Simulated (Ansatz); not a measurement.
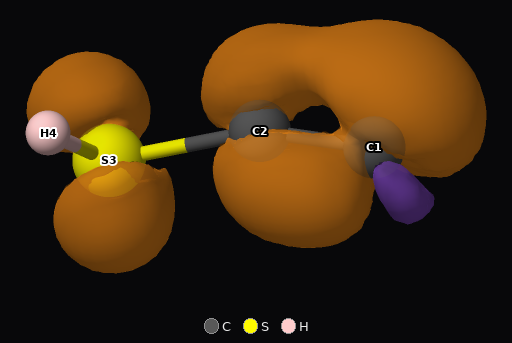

C2HS (doublet). Isosurfaces of the spin density at +0.03 (orange) and −0.03 e/Å³ (purple), seen from one side.

Theory: UKS r2SCAN-D4/6-31G (Ansatz).

```xyz
4

C    -0.1236    0.2284    1.8877
C    -0.2972    0.0225    0.6244
S    -0.3350    0.2650   -1.0739
H     0.7557   -0.5159   -1.4382
```

Where is the unpaired spin?

Answer. The unpaired spin (1 electron) lies mostly on C1 (about 0.5), C2 (about 0.3) and S3 (about 0.2), in electrons by Hirshfeld's partition.
